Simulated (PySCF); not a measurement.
# C2H9AsSi (AsMe2(SiH3)) at 6 levels

Wanted: a comparison of 6 runs (HF/3-21G, HF/6-311G**, B3LYP/6-31G*, PBE0/def2-SVP, MP2/cc-pVDZ) of C2H9AsSi (AsMe2(SiH3)). 

Program for the calculation: PySCF 2.14.0.

**1. The molecule**

C2H9AsSi: 13 atoms, total charge 0, spin state singlet. As SMILES, `C[As](C)[SiH3]`. Geometry: a GFN2-xTB relaxation, a rough one for these elements and not checked as a minimum.

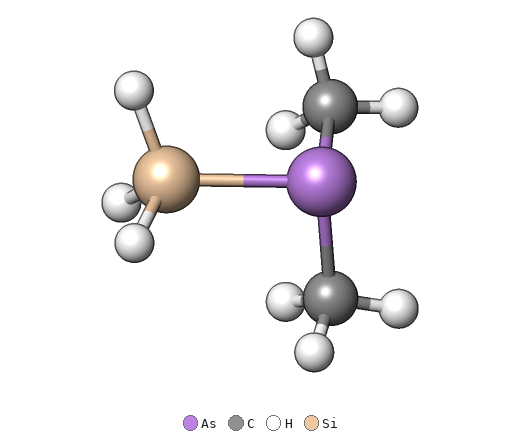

Viewed from a chosen angle; arsenic purple, carbon grey, hydrogen white, silicon light orange.

**2. Energy and gradient at HF/3-21G (run 1)**

The input, job.py:

```python
import pyscf.grad
from pyscf import gto

molecule = gto.M(
    atom='''
As     0.089520     0.122770     1.126710
C      1.770560     0.107990     0.085740
H      2.365000     0.990730     0.324610
H      1.575640     0.104510    -0.986210
H      2.363280    -0.771620     0.335320
C     -0.788730     1.584830     0.125650
H     -1.842000     1.651240     0.397020
H     -0.716010     1.432510    -0.950720
H     -0.319550     2.538700     0.370630
Si    -0.941490    -1.629210    -0.010870
H     -0.335810    -2.919150     0.341690
H     -0.849850    -1.507030    -1.475520
H     -2.370540    -1.706260     0.315950
''',
    max_memory=1860,
    basis='3-21g',
    verbose=3,
)

mf = molecule.RHF()
mf.conv_tol = 1e-10
mf.kernel()
if not mf.converged:
    mf = mf.newton().run(mf.mo_coeff, mf.mo_occ)

e_tot = mf.e_tot
print('Final energy', e_tot)
grad = mf.Gradients().kernel()
mf.analyze()
```

Command:

```bash
OMP_NUM_THREADS=1 python job.py
```

What it wrote:

```text
converged SCF energy = -2591.35961253819
[... 20 lines left out ...]
MO #11  energy= -5.7894720115674   occ= 2
[... 11 lines left out ...]
MO #23  energy= -0.938848233626412 occ= 2
[... 11 lines left out ...]
MO #35  energy= 0.140452707255384  occ= 0
[... 11 lines left out ...]
MO #47  energy= 0.459333099849848  occ= 0
[... 11 lines left out ...]
MO #59  energy= 1.10066671448162   occ= 0
[... 11 lines left out ...]
MO #71  energy= 2.06932262299697   occ= 0
[... 14 lines left out ...]
Dipole moment(X, Y, Z, Debye):  0.40631,  0.72467, -0.76579
```

Run time: 8.1 s. Hardware: 1 thread of Intel Xeon at 2.70GHz, shared host; peak memory 0.14 GiB.

**3. Energy and gradient at HF/6-311G(d,p) (run 2)**

The input, input.py:

```python
from pyscf import gto, scf

mol = gto.M(
    atom='''
As   0.089520   0.122770   1.126710
C    1.770560   0.107990   0.085740
H    2.365000   0.990730   0.324610
H    1.575640   0.104510  -0.986210
H    2.363280  -0.771620   0.335320
C   -0.788730   1.584830   0.125650
H   -1.842000   1.651240   0.397020
H   -0.716010   1.432510  -0.950720
H   -0.319550   2.538700   0.370630
Si  -0.941490  -1.629210  -0.010870
H   -0.335810  -2.919150   0.341690
H   -0.849850  -1.507030  -1.475520
H   -2.370540  -1.706260   0.315950
''',
    basis='6-311g**',
    max_memory=1860,
    verbose=3,
)

mf = scf.RHF(mol)
mf.conv_tol = 1e-10
mf.kernel()
if not mf.converged:
    mf = mf.newton().run(mf.mo_coeff, mf.mo_occ)

e_final = mf.e_tot
print('Final energy', e_final)
grad = mf.nuc_grad_method().kernel()
mf.analyze()
```

Command:

```bash
OMP_NUM_THREADS=1 python input.py
```

What it wrote:

```text
converged SCF energy = -2604.09016918509
[... 34 lines left out ...]
MO #25  energy= -0.678747263417772 occ= 2
[... 26 lines left out ...]
MO #52  energy= 0.400671409882358  occ= 0
[... 26 lines left out ...]
MO #79  energy= 1.10068304314397   occ= 0
[... 26 lines left out ...]
MO #106 energy= 2.00137897813793   occ= 0
[... 26 lines left out ...]
MO #133 energy= 3.14757807718878   occ= 0
[... 26 lines left out ...]
MO #160 energy= 908.540299965969   occ= 0
[... 14 lines left out ...]
Dipole moment(X, Y, Z, Debye):  0.39858,  0.71349, -0.88855
```

Wall time 43 s (1 thread of Intel Xeon at 2.70GHz, shared host); peak memory 0.74 GiB.

Runs 3 to 4 aren't shown in full; the table further down has their settings and results.

**4. Energy and gradient at PBE0/def2-SVP (run 5)**

The input, job.py:

```python
# AsMe2(SiH3)
from pyscf import gto, dft

mol = gto.M(
    atom='''
As       0.089520       0.122770       1.126710
C        1.770560       0.107990       0.085740
H        2.365000       0.990730       0.324610
H        1.575640       0.104510      -0.986210
H        2.363280      -0.771620       0.335320
C       -0.788730       1.584830       0.125650
H       -1.842000       1.651240       0.397020
H       -0.716010       1.432510      -0.950720
H       -0.319550       2.538700       0.370630
Si      -0.941490      -1.629210      -0.010870
H       -0.335810      -2.919150       0.341690
H       -0.849850      -1.507030      -1.475520
H       -2.370540      -1.706260       0.315950
''',
    max_memory=1860,
    verbose=4,
    basis='def2-svp',
)

mf = dft.RKS(mol)
mf.xc = 'pbe0'
mf.conv_tol = 1e-10
mf.grids.level = 5
mf.kernel()
if not mf.converged:
    mf = mf.newton().run(mf.mo_coeff, mf.mo_occ)

e_final = mf.e_tot
print('Final energy', e_final)
grad = mf.nuc_grad_method().kernel()
dip = mf.dip_moment()
pop, q = mf.mulliken_pop()
```

Command:

```bash
OMP_NUM_THREADS=1 python job.py
```

What it wrote:

```text
PySCF version 2.14.0

[... 78 lines left out ...]
converged SCF energy = -2606.07200443177
Final energy -2606.0720044317736
[... 12 lines left out ...]
Dipole moment(X, Y, Z, Debye):  0.45661,  0.81242, -0.77379
[... 137 lines left out ...]
charge of   12H =     -0.05375
```

Run time: 71 s. Hardware: 1 thread of Intel Xeon at 2.70GHz, shared host; peak memory 1.3 GiB.

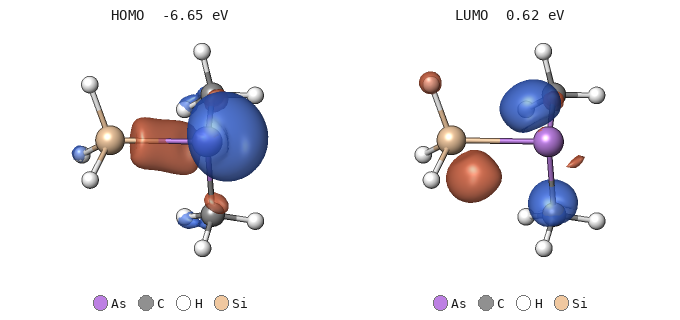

Frontier orbitals of this run, surfaces at ±0.2 Å^-3/2.

**5. Energy and gradient at MP2/cc-pVDZ (run 6)**

The input, run.py:

```python
# AsMe2(SiH3)
import pyscf.grad
from pyscf import gto, scf, mp

molecule = gto.M(
    atom='''
As     0.169168     0.232002     2.129173
C      3.345873     0.204072     0.162025
H      4.469202     1.872208     0.613424
H      2.977528     0.197495    -1.863667
H      4.465952    -1.458150     0.633663
C     -1.490484     2.994895     0.237444
H     -3.480876     3.120391     0.750259
H     -1.353063     2.707052    -1.796600
H     -0.603862     4.797448     0.700389
Si    -1.779158    -3.078761    -0.020541
H     -0.634589    -5.516394     0.645701
H     -1.605984    -2.847874    -2.788329
H     -4.479671    -3.224364     0.597059
''',
    unit='bohr',
    max_memory=1860,
    basis='cc-pvdz',
    spin=0,
    verbose=4,
)

mf = scf.RHF(molecule)
mf.conv_tol = 1e-10
mf.kernel()
if not mf.converged:
    mf = mf.newton().run(mf.mo_coeff, mf.mo_occ)

pt = mp.MP2(mf, frozen=16).run()
e_tot = pt.e_tot
print('E(%s) = %.9f' % ('MP2', e_tot))
grad = pt.Gradients().kernel()
dip = mf.dip_moment()
pop, q = mf.mulliken_pop()
```

Command:

```bash
OMP_NUM_THREADS=1 python run.py
```

What it wrote:

```text
PySCF version 2.14.0

[... 67 lines left out ...]
converged SCF energy = -2604.07616738278
[... 17 lines left out ...]
Dipole moment(X, Y, Z, Debye):  0.40730,  0.72642, -0.80655
[... 132 lines left out ...]
charge of   12H =     -0.10923
```

Run time: 60 s. Hardware: 1 thread of Intel Xeon at 2.70GHz, shared host; peak memory 1.5 GiB.

**6. Overview of the runs**

| run | level | integration grid | Cartesian functions | energy (Eh) | dipole moment (D) of the reference | HOMO energy (eV) | LUMO energy (eV) | wall time |
| --- | --- | --- | --- | --- | --- | --- | --- | --- |
| 1 | HF/3-21G | – | no | -2591.359613 | 1.13 | -8.88 | 3.82 | 8.1 s |
| 2 | HF/6-311G** | – | no | -2604.090169 | 1.21 | -9.00 | 3.22 | 43 s |
| 3 | B3LYP/6-31G* (spherical functions) | 5 | no | -2606.748494 | 1.33 | -6.32 | 0.37 | 68 s |
| 4 | B3LYP/6-31G* (Cartesian functions) | 5 | yes | -2606.757854 | 1.32 | -6.33 | 0.36 | 66 s |
| 5 | PBE0/def2-SVP | 5 | no | -2606.072004 | 1.21 | -6.65 | 0.62 | 71 s |
| 6 | MP2/cc-pVDZ | – | no | -2604.608127 | 1.16 | -8.97 | 3.75 | 60 s |

**7. Outcome**

| quantity | value |
| --- | --- |
| run 6: total energy | -2604.60813 Eh |
| run 6: dipole moment (Hartree–Fock density) | 1.16 D |
| run 6: HOMO energy (Hartree–Fock orbitals) | -8.97 eV |
| run 6: LUMO energy (Hartree–Fock orbitals) | 3.75 eV |
| run 6: HOMO–LUMO gap (Hartree–Fock orbitals) | 12.72 eV |
| run 6: correlation energy (16 core orbitals frozen) | -532.0 mEh |
| run 6: largest force on an atom | 0.642 eV/Å |

In words: Over runs 1, 2, 3, 4, 5 the dipole moment (its size) runs from 1.13 D (HF/3-21G) to 1.33 D (B3LYP/6-31G*). The two ends differ in method and basis. Over runs 1, 2, 3, 4, 5 the HOMO–LUMO gap runs from 6.69 eV (B3LYP/6-31G*) to 12.70 eV (HF/3-21G). Totals of different functionals can't be ranked against each other. All runs together took 5.3 min, the longest 71 s.
